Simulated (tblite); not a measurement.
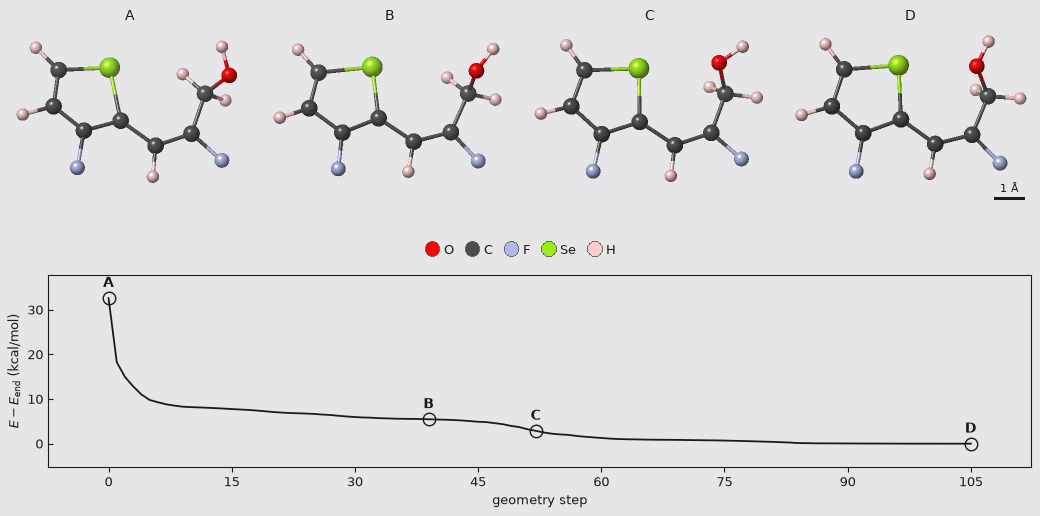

Frames of a relaxation of C7H6F2OSe, marked on the history of the run. The picture is a ball-and-stick view, seen at a tilt.

Level of theory: GFN2-xTB geometry optimisation, gas phase (tblite). 

**Describe the path.**

After 105 geometry steps the energy has fallen by 32.6 kcal/mol. The atom that moves furthest after the best rigid fit is the O atom (1.16 Å). By element the largest moves are O 1.16 Å, H 1.01 Å, Se 0.61 Å, F 0.37 Å, C 0.33 Å. Among the contacts that change: O–Se 4.246 → 2.709 Å, C–Se 1.977 → 1.872 Å, C–Se 1.765 → 1.851 Å, C–C 1.334 → 1.408 Å. Among the angles between lasting bonds that change: Se–C–C 98.8° → 108.7°, Se–C–C 104.4° → 112.7°, C–C–C 120.9° → 113.1°. Groups turn about C–C by about 60°, C–O by about 50°. From step 0 to 39: the O atom moves most (0.48 Å), energy −27.2 kcal/mol. From step 39 to 52: the O atom moves most (0.71 Å), energy −2.59 kcal/mol. From step 52 to 105: an H atom moves most (0.60 Å), energy −2.89 kcal/mol.
